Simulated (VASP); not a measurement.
Band structure of WC (space group P-6m2). Calculation: LDA (Ceperley-Alder, Perdew-Zunger), VASP's LDA PAW potentials (set 64) (plane waves; VASP 6.6.1).

Unless said otherwise, spin-orbit coupling is left out, though it shifts the bands of the heavy elements here.

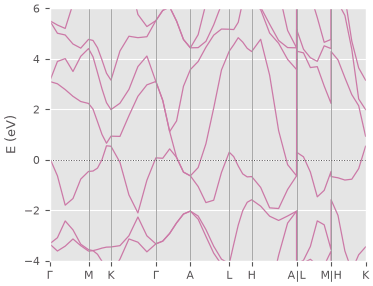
Fig. 1. Bands along high-symmetry lines, zero at the valence-band maximum or, without a gap, the Fermi level

Question: Read the plot: is there a gap, and where are the band edges?

Answer: It has no gap at this level: it comes out as a metal or semimetal.

The structure is a typed WC crystal (P-6m2). The cell was not relaxed at this level.
